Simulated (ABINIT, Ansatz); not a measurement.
# CsCaBr3 (Pm-3m): G0W0 on several meshes in ABINIT

How does the mesh move the gap of CsCaBr3 (Pm-3m)?

Calculated with ABINIT 10.8.3; LDA and many-body steps on it, plane waves.

### 1. Set-up

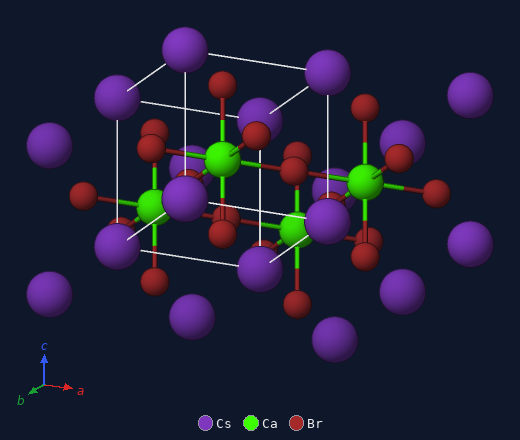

The starting structure, seen from a free direction (caesium purple, calcium green, bromine red). 2×2×1 cells are drawn. Some periodic images of atoms are drawn too.

The cell and positions are those that the Materials Project relaxed with its own functionals (PBE, PBE+U or r2SCAN), kept fixed. Spin-orbit coupling is left out unless a step names it.

### 2. Empty states on the mesh, 2×2×2 mesh, 631 bands

This step: ABINIT 10.8.3; DFT, LDA, plane waves, norm-conserving pseudopotentials.

The sums over transitions need many empty states on a uniform mesh; this step solves for them.

File run.abi:

```
acell 3*1.0 Angstrom
rprim 
  5.708665730000 0.000000000000 0.000000000000
  0.000000000000 5.708665730000 0.000000000000
  0.000000000000 0.000000000000 5.708665730000
ntypat 3
znucl 55 20 35
natom 5
typat 1 2 3 3 3
xred 
  0.000000000000 0.000000000000 0.000000000000
  0.500000000000 0.500000000000 0.500000000000
  0.500000000000 0.000000000000 0.500000000000
  0.000000000000 0.500000000000 0.500000000000
  0.500000000000 0.500000000000 0.000000000000
pp_dirpath "pseudos"
pseudos "Cs.upf, Ca.upf, Br.upf"
ecut 30
ngkpt 2 2 2
nshiftk 1
shiftk 0 0 0
kptopt 1
chksymbreak 0
iscf -2
irdden 1
istwfk *1
nband 631
nbdbuf 56
tolwfr 1e-09
nstep 60
prtvol 0
indata_prefix "in"
outdata_prefix "out"
tmpdata_prefix "tmp"
```

Run with:

```sh
OMP_NUM_THREADS=1 mpirun -n 4 abinit run.abi > log
```

Numbers of over 12 decimals in the logs are rounded to 6 here.

Output:

```text
.Version 10.8.3 of ABINIT. v10.8.2 released Aug 2026.

 Symmetries : space group Pm -3 m (#221); Bravais cP (primitive cubic)
[... echo of the input left out ...]
== DATASET  1 ==================================================================
-   mpi_nproc: 4, omp_nthreads: 1 (-1 if OMP is not activated)

--- !DatasetInfo
iteration_state: {dtset: 1, }
dimensions: {natom: 5, nkpt: 4, mband: 631, nsppol: 1, nspinor: 1, nspden: 1, mpw: 9952, }
cutoff_energies: {ecut:  30.0, pawecutdg:  -1.0, }
[...]
4.35160    4.35174    4.36227    4.36227    4.36227    4.37359    4.37359    4.37359
   4.39670    4.39670    4.39670    4.41007    4.42569    4.42570    4.47419    4.47424
   4.47482    4.51483    4.51538    4.51630    4.51759    4.52204    4.54366
 prteigrs : prtvol=0 or 1, do not print more k-points.

== END DATASET(S) ==============================================================
================================================================================

 -outvars: echo values of variables after computation  --------
            nband         631
             nkpt           4
          spgroup         221
 [... the other variables as echoed above ...]

 Calculation completed.
```

Wall time 12 min (4 MPI ranks of Arm Neoverse V1, shared host); peak memory 0.81 GiB; 47 min of CPU time.

Numbers from this step:

```
gap                                                           : 4.079 eV
k of the valence top                                          : 0.5, 0.5, 0.5
k of the conduction bottom                                    : 0, 0, 0
least direct gap                                              : 4.333 eV
k points computed                                             : 4
lowest point of the top converged band, above the valence top : 113.8924 eV
```

On this mesh the gap is 4.079 eV.

The density comes from a self-consistent run that is not shown.

### 3. Screening, 2×2×2 mesh, 246 bands, screening to 141.5 eV

The RPA dielectric matrix is built and inverted for each q.

This step: RPA screening on LDA, plane waves, norm-conserving pseudopotentials.

Edit run.abi of step 2 so:

```diff
@@ -23,10 +23,11 @@
 chksymbreak 0
-iscf -2
-irdden 1
 istwfk *1
-nband 631
-nbdbuf 56
-tolwfr 1e-09
-nstep 60
-prtvol 0
+occopt 1
+irdwfk 1
+optdriver 3
+nband 246
+ecuteps 5.2
+inclvkb 2
+awtr 1
+symchi 1
 indata_prefix "in"
```

Output:

```text
.Version 10.8.3 of ABINIT. v10.8.2 released Aug 2026.

 Symmetries : space group Pm -3 m (#221); Bravais cP (primitive cubic)
[... echo of the input left out ...]
== DATASET  1 ==================================================================
-   mpi_nproc: 4, omp_nthreads: 1 (-1 if OMP is not activated)

--- !DatasetInfo
iteration_state: {dtset: 1, }
dimensions: {natom: 5, nkpt: 4, mband: 246, nsppol: 1, nspinor: 1, nspden: 1, mpw: 9952, }
cutoff_energies: {ecut:  30.0, pawecutdg:  -1.0, }
electrons: {nelect:   4.00000000E+01, charge:   0.00000000E+00, occopt:   1.00000000E+00, tsmear:   1.00000000E-02, }

 SCREENING: Calculation of the susceptibility and dielectric matrices

 Based on a program developped by R.W. Godby, V. Olevano, G. Onida, and L. Reining.
 Incorporated in ABINIT by V. Olevano, G.-M. Rignanese, and M. Torrent.
.Using double precision arithmetic ; gwpc =  8

[... cell and pseudopotentials left out ...]
--------------------------------------------------------------------------------

 ==== K-mesh for the wavefunctions ====
 Number of points in the irreducible wedge :     4
[... list of points left out ...]
 Together with 48 symmetry operations and time-reversal symmetry
 yields     8 points in the full Brillouin Zone.

 ==== Q-mesh for the screening function ====
 Number of points in the irreducible wedge :     4
[... list of points left out ...]
 Together with 48 symmetry operations and time-reversal symmetry
 yields     8 points in the full Brillouin Zone.

 setmesh: FFT mesh size selected  =    40x   40x   40
          total number of points  =        64000

 vcoul_init : cutoff-mode = AUXILIARY_FUNCTION
 q-points for optical limit:   1
     1)      0.000010    0.000020    0.000030

- screening: taking advantage of time-reversal symmetry
- Maximum band index for partially occupied states nbvw = 20
- Remaining bands to be divided among processors   nbcw = 226
- Number of bands treated by each node ~56

 Number of electrons calculated from density =   40.0000; Expected =   40.0000
 average of density, n =  0.031861
 r_s =    1.9568
 omega_plasma =   17.2181 [eV]

 calculating chi0 at frequencies [eV] :
  1    0.000000E+00    0.000000E+00
  2    0.000000E+00    1.721811E+01

--------------------------------------------------------------------------------
  q-point number  1        q = ( 0.000000, 0.000000, 0.000000) [r.l.u.]
--------------------------------------------------------------------------------
[... chi0 elements left out ...]
 For q-point:  0.000010 0.000020 0.000030
  dielectric constant =   3.2033
  dielectric constant without local fields =   3.7814

  Average fulfillment of the sum rule on Im[epsilon] for q-point    1 :     82.13  [%]
[... wings left out ...]
  q-point number  2        q = ( 0.500000, 0.000000, 0.000000) [r.l.u.]
--------------------------------------------------------------------------------
[... chi0 elements left out ...]
  Average fulfillment of the sum rule on Im[epsilon] for q-point    2 :     86.45  [%]

 [... 2 further q-points ...]
```

The job ended after 93 s (4 MPI ranks; peak memory 2.2 GiB).

Numbers from this step:

| Quantity | Value |
| --- | --- |
| ε∞ with local fields, on this mesh, along the program's q direction | 3.203 |
| the same without local fields | 3.781 |
| plasma frequency | 17.22 eV |
| plane waves in the screening matrix | 739 |

Local fields lower ε∞ by 15 %. On a Γ-centred mesh this coarse the value itself is usually too large, while a short band sum pulls it down.

### 4. 2×2×2

The self-energy is evaluated for the states that the input lists, and the levels follow from it, in one-shot runs by the linearised quasiparticle equation.

This step: G0W0 on LDA, plane waves, norm-conserving pseudopotentials.

Edit run.abi of step 3 so:

```diff
@@ -26,8 +26,17 @@
 irdwfk 1
-optdriver 3
+optdriver 4
 nband 246
+gwcalctyp 0
+ecutsigx 30
+symsigma 1
+nkptgw 2
+kptgw 
+  0.5000000000 0.5000000000 0.5000000000
+  0.0000000000 0.0000000000 0.0000000000
+bdgw 
+  18 23
+  18 24
 ecuteps 5.2
-inclvkb 2
-awtr 1
-symchi 1
+irdscr 1
+ppmodel 1
 indata_prefix "in"
```

Output:

```text
.Version 10.8.3 of ABINIT. v10.8.2 released Aug 2026.

 Symmetries : space group Pm -3 m (#221); Bravais cP (primitive cubic)
[... echo of the input left out ...]
== DATASET  1 ==================================================================
-   mpi_nproc: 4, omp_nthreads: 1 (-1 if OMP is not activated)

--- !DatasetInfo
iteration_state: {dtset: 1, }
dimensions: {natom: 5, nkpt: 4, mband: 246, nsppol: 1, nspinor: 1, nspden: 1, mpw: 9952, }
cutoff_energies: {ecut:  30.0, pawecutdg:  -1.0, }
electrons: {nelect:   4.00000000E+01, charge:   0.00000000E+00, occopt:   1.00000000E+00, tsmear:   1.00000000E-02, }

 SIGMA: Calculation of the GW corrections

 Based on a program developped by R.W. Godby, V. Olevano, G. Onida, and L. Reining.
 Incorporated in ABINIT by V. Olevano, G.-M. Rignanese, and M. Torrent.
.Using double precision arithmetic ; gwpc =  8

[... cell and pseudopotentials left out ...]
--------------------------------------------------------------------------------

 ==== K-mesh for the wavefunctions ====
 Number of points in the irreducible wedge :     4
[... list of points left out ...]
 Together with 48 symmetry operations and time-reversal symmetry
 yields     8 points in the full Brillouin Zone.

 ==== Q-mesh for screening function ====
 Number of points in the irreducible wedge :     4
[... list of points left out ...]
 Together with 48 symmetry operations and time-reversal symmetry
 yields     8 points in the full Brillouin Zone.

 vcoul_init : cutoff-mode = AUXILIARY_FUNCTION
 q-points for optical limit:   1
     1)      0.000010    0.000020    0.000030
 setmesh: FFT mesh size selected  =    54x   54x   54
          total number of points  =       157464

 Number of electrons calculated from density =   40.0000; Expected =   40.0000
 average of density, n =  0.031861
 r_s =    1.9568
 omega_plasma =   17.2181 [eV]

 === KS Band Gaps ===
  >>>> For spin  1
   Minimum direct gap =   4.3325 [eV], located at k-point      :   0.0000  0.0000  0.0000
   Fundamental gap    =   4.0789 [eV], Top of valence bands at :   0.5000  0.5000  0.5000
                                       Bottom of conduction at :   0.0000  0.0000  0.0000
 SIGMA fundamental parameters:
 PLASMON POLE MODEL  1
 number of plane-waves for SigmaX                 9795
 number of plane-waves for SigmaC and W            739
 number of plane-waves for wavefunctions          9795
 number of bands                                   246
 number of independent spin polarizations            1
 number of spinorial components                      1
 number of k-points in IBZ                           4
 number of q-points in IBZ                           4
 number of symmetry operations                      48
 number of k-points in BZ                            8
 number of q-points in BZ                            8
 number of frequencies for dSigma/dE                 9
 frequency step for dSigma/dE [eV]                0.25
 number of omega for Sigma on real axis              0
 max omega for Sigma on real axis  [eV]           0.00
 zcut for avoiding poles [eV]                     0.10

 EPSILON^-1 parameters (SCR file):
 dimension of the eps^-1 matrix on file            739
 dimension of the eps^-1 matrix used               739
 number of plane-waves for wavefunctions          9795
 number of bands                                   246
 number of q-points in IBZ                           4
 number of frequencies                               2
 number of real frequencies                          1
 number of imag frequencies                          1

 matrix elements of self-energy operator (all in [eV])

 Perturbative Calculation

--- !SelfEnergy_ee
iteration_state: {dtset: 1, }
kpoint     : [   0.500,    0.500,    0.500, ]
spin       : 1
KS_gap     :    5.719
QP_gap     :    8.059
Delta_QP_KS:    2.340
data: !SigmaeeData |
     Band     E0 <VxcDFT>   SigX SigC(E0)      Z dSigC/dE  Sig(E)    E-E0       E
       18   0.587 -12.794 -16.353   2.055   0.801  -0.248 -13.999  -1.205  -0.619
       19   0.587 -12.794 -16.353   2.055   0.801  -0.248 -13.999  -1.205  -0.619
       20   0.587 -12.794 -16.353   2.055   0.801  -0.248 -13.999  -1.205  -0.619
       21   6.306  -7.934  -3.495  -3.098   0.846  -0.183  -6.800   1.134   7.440
       22   6.306  -7.934  -3.495  -3.098   0.846  -0.183  -6.800   1.134   7.440
       23   6.306  -7.934  -3.495  -3.098   0.846  -0.183  -6.800   1.134   7.440

--- !SelfEnergy_ee
iteration_state: {dtset: 1, }
kpoint     : [   0.000,    0.000,    0.000, ]
spin       : 1
KS_gap     :    4.332
QP_gap     :    6.582
Delta_QP_KS:    2.249
data: !SigmaeeData |
     Band     E0 <VxcDFT>   SigX SigC(E0)      Z dSigC/dE  Sig(E)    E-E0       E
[...]
22   5.101 -11.208  -5.425  -3.508   0.827  -0.210  -9.328   1.880   6.981
       23   5.101 -11.208  -5.425  -3.508   0.827  -0.210  -9.328   1.880   6.981
       24   5.101 -11.208  -5.425  -3.508   0.827  -0.210  -9.328   1.880   6.981

== END DATASET(S) ==============================================================
================================================================================

 -outvars: echo values of variables after computation  --------
           etotal      0.0000000000E+00
            nband         246
             nkpt           4
          spgroup         221
 [... the other variables as echoed above ...]

 Calculation completed.
```

The job ended after 87 s (4 MPI ranks; peak memory 2.3 GiB; 5.8 min of CPU time).

Numbers from this step:

```
G0W0 gap on the points computed              : 6.328 eV
starting gap on the mesh                     : 4.079 eV
k of the valence top                         : 0.5, 0.5, 0.5
k of the conduction bottom                   : 0, 0, 0
Z at the valence top                         : 0.801
Z at the conduction bottom                   : 0.85
least direct G0W0 gap on the computed points : 6.582 eV
```

The gap on the mesh goes from 4.08 eV to 6.33 eV, a correction of +2.25 eV.

### 5. Empty states on the mesh, 4×4×4 mesh, 270 bands

This step: DFT, LDA, plane waves, norm-conserving pseudopotentials.

Edit run.abi of step 4 so:

```diff
@@ -18,3 +18,3 @@
 ecut 30
-ngkpt 2 2 2
+ngkpt 4 4 4
 nshiftk 1
@@ -23,20 +23,10 @@
 chksymbreak 0
+iscf -2
+irdden 1
 istwfk *1
-occopt 1
-irdwfk 1
-optdriver 4
-nband 246
-gwcalctyp 0
-ecutsigx 30
-symsigma 1
-nkptgw 2
-kptgw 
-  0.5000000000 0.5000000000 0.5000000000
-  0.0000000000 0.0000000000 0.0000000000
-bdgw 
-  18 23
-  18 24
-ecuteps 5.2
-irdscr 1
-ppmodel 1
+nband 270
+nbdbuf 24
+tolwfr 1e-09
+nstep 60
+prtvol 0
 indata_prefix "in"
```

Output:

```text
.Version 10.8.3 of ABINIT. v10.8.2 released Aug 2026.

 Symmetries : space group Pm -3 m (#221); Bravais cP (primitive cubic)
[... echo of the input left out ...]
== DATASET  1 ==================================================================
-   mpi_nproc: 4, omp_nthreads: 1 (-1 if OMP is not activated)

--- !DatasetInfo
iteration_state: {dtset: 1, }
dimensions: {natom: 5, nkpt: 10, mband: 270, nsppol: 1, nspinor: 1, nspden: 1, mpw: 9952, }
cutoff_energies: {ecut:  30.0, pawecutdg:  -1.0, }
[...]
2.23395    2.24722    2.24722    2.24892    2.24892    2.24892    2.25542    2.25542
   2.25542    2.26600    2.26600    2.26600    2.27265    2.27265    2.30566    2.30566
   2.30566    2.33443    2.36199    2.50491    2.50716    2.51375
 prteigrs : prtvol=0 or 1, do not print more k-points.

== END DATASET(S) ==============================================================
================================================================================

 -outvars: echo values of variables after computation  --------
            nband         270
             nkpt          10
          spgroup         221
 [... the other variables as echoed above ...]

 Calculation completed.
```

Elapsed: 8.7 min, on 4 MPI ranks; peak memory 0.74 GiB.

This step gave:

```
gap                                                           : 4.079 eV
k of the valence top                                          : 0.5, 0.5, 0.5
k of the conduction bottom                                    : 0, 0, 0
least direct gap                                              : 4.333 eV
k points computed                                             : 10
lowest point of the top converged band, above the valence top : 59.8065 eV
```

On this mesh the gap is 4.079 eV.

### 6. Screening, 4×4×4 mesh, 246 bands, screening to 141.5 eV

This step: RPA screening on LDA, plane waves, norm-conserving pseudopotentials.

Edit run.abi of step 5 so:

```diff
@@ -23,10 +23,11 @@
 chksymbreak 0
-iscf -2
-irdden 1
 istwfk *1
-nband 270
-nbdbuf 24
-tolwfr 1e-09
-nstep 60
-prtvol 0
+occopt 1
+irdwfk 1
+optdriver 3
+nband 246
+ecuteps 5.2
+inclvkb 2
+awtr 1
+symchi 1
 indata_prefix "in"
```

Output:

```text
.Version 10.8.3 of ABINIT. v10.8.2 released Aug 2026.

 Symmetries : space group Pm -3 m (#221); Bravais cP (primitive cubic)
[... echo of the input left out ...]
== DATASET  1 ==================================================================
-   mpi_nproc: 4, omp_nthreads: 1 (-1 if OMP is not activated)

--- !DatasetInfo
iteration_state: {dtset: 1, }
dimensions: {natom: 5, nkpt: 10, mband: 246, nsppol: 1, nspinor: 1, nspden: 1, mpw: 9952, }
cutoff_energies: {ecut:  30.0, pawecutdg:  -1.0, }
electrons: {nelect:   4.00000000E+01, charge:   0.00000000E+00, occopt:   1.00000000E+00, tsmear:   1.00000000E-02, }

 SCREENING: Calculation of the susceptibility and dielectric matrices

 Based on a program developped by R.W. Godby, V. Olevano, G. Onida, and L. Reining.
 Incorporated in ABINIT by V. Olevano, G.-M. Rignanese, and M. Torrent.
.Using double precision arithmetic ; gwpc =  8

[... cell and pseudopotentials left out ...]
--------------------------------------------------------------------------------

 ==== K-mesh for the wavefunctions ====
 Number of points in the irreducible wedge :    10
[... list of points left out ...]
 Together with 48 symmetry operations and time-reversal symmetry
 yields    64 points in the full Brillouin Zone.

 ==== Q-mesh for the screening function ====
 Number of points in the irreducible wedge :    10
[... list of points left out ...]
 Together with 48 symmetry operations and time-reversal symmetry
 yields    64 points in the full Brillouin Zone.

 setmesh: FFT mesh size selected  =    40x   40x   40
          total number of points  =        64000

 vcoul_init : cutoff-mode = AUXILIARY_FUNCTION
 q-points for optical limit:   1
     1)      0.000010    0.000020    0.000030

- screening: taking advantage of time-reversal symmetry
- Maximum band index for partially occupied states nbvw = 20
- Remaining bands to be divided among processors   nbcw = 226
- Number of bands treated by each node ~56

 Number of electrons calculated from density =   40.0000; Expected =   40.0000
 average of density, n =  0.031861
 r_s =    1.9568
 omega_plasma =   17.2181 [eV]

 calculating chi0 at frequencies [eV] :
  1    0.000000E+00    0.000000E+00
  2    0.000000E+00    1.721811E+01

--------------------------------------------------------------------------------
  q-point number  1        q = ( 0.000000, 0.000000, 0.000000) [r.l.u.]
--------------------------------------------------------------------------------
[... chi0 elements left out ...]
 For q-point:  0.000010 0.000020 0.000030
  dielectric constant =   2.9484
  dielectric constant without local fields =   3.5051

  Average fulfillment of the sum rule on Im[epsilon] for q-point    1 :     82.18  [%]
[... wings left out ...]
  q-point number  2        q = ( 0.250000, 0.000000, 0.000000) [r.l.u.]
--------------------------------------------------------------------------------
[... chi0 elements left out ...]
  Average fulfillment of the sum rule on Im[epsilon] for q-point    2 :     89.79  [%]

 [... 8 further q-points ...]
```

Wall time 14 min (4 MPI ranks); peak memory 4.3 GiB.

Numbers from this step:

```
ε∞ with local fields, on this mesh, along the program's q direction : 2.948
the same without local fields                                       : 3.505
plasma frequency                                                    : 17.22 eV
plane waves in the screening matrix                                 : 739
```

(Part 1 of 2 ends here.)

[Paths, hosts, dates, memory and timing lines, banners, echoed tables and standing remarks are left out of the program output.]

[Logs are printed without paths, hosts, clocks, repeated set-up lines and the standing remarks that a program may print on its own settings, such as how far it seeks lower states.]

[Runs of the session that timed out or met a known fault of the program may be left out.]

[Hosts, paths, dates, database ids (printed as entryN), source tags and the programs' standing remarks are cut or masked in the printed files.]

[G0W0 gaps are taken among the corrected bands and points alone; a level outside them can change the order at an edge.]

[Where Ansatz stands beside ABINIT at settings called matched, ABINIT's density can come from a denser mesh and the files from another edition; pairs whose starting gaps differed by over 0.03 eV were left out, so agreement reads better than it is.]
